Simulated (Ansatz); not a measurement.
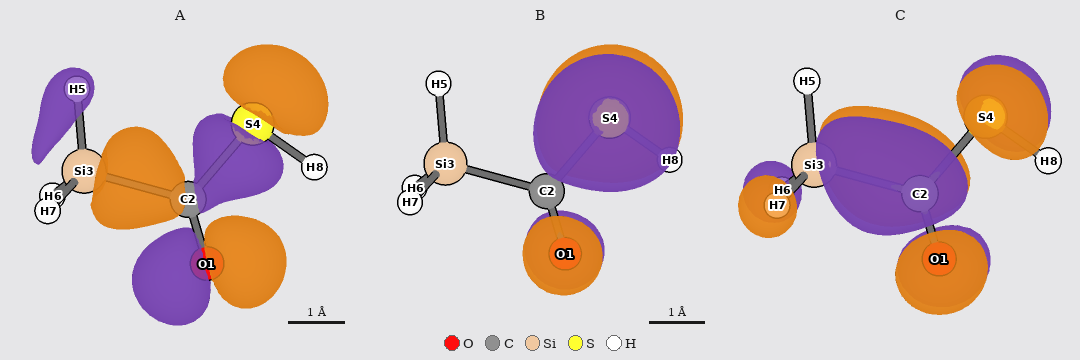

The picture shows: CH₄OSSi. Three frontier orbitals at ±0.1 Å⁻³ᐟ² (orange and purple are the two phases), in no order.

Geometry: PBE0-D4/def2-TZVP.

Method: RKS PBE0-D4/def2-TZVPP in Ansatz.

```xyz
8

O    -0.4191   -0.6362    1.6473
C    -0.2566   -0.5129    0.4635
Si    0.5227    1.0833   -0.2843
S    -0.7071   -1.7663   -0.7254
H     0.6052    0.9647   -1.7611
H    -0.3475    2.2175    0.1062
H     1.8725    1.2290    0.3098
H    -1.1780   -2.6362    0.1881
```

### Order the three orbitals by energy and name them.

B is the HOMO−1 (−8.07 eV). By Hirshfeld shares it lies mainly on S4 (about 75 %) and O1 (about 15 %); largely a lone pair of S4. A is the HOMO (−7.38 eV). It lies mainly on O1 (about 45 %), S4 (about 20 %), C2 (about 15 %) and Si3 (about 10 %). C is the LUMO (−1.52 eV). Its weight (Hirshfeld) is mainly on C2 (about 35 %), O1 (about 25 %), S4 (about 15 %) and Si3 (about 15 %); π-antibonding (π*) across C2–O1.

### What is the HOMO–LUMO gap?

5.86 eV between the orbital energies.
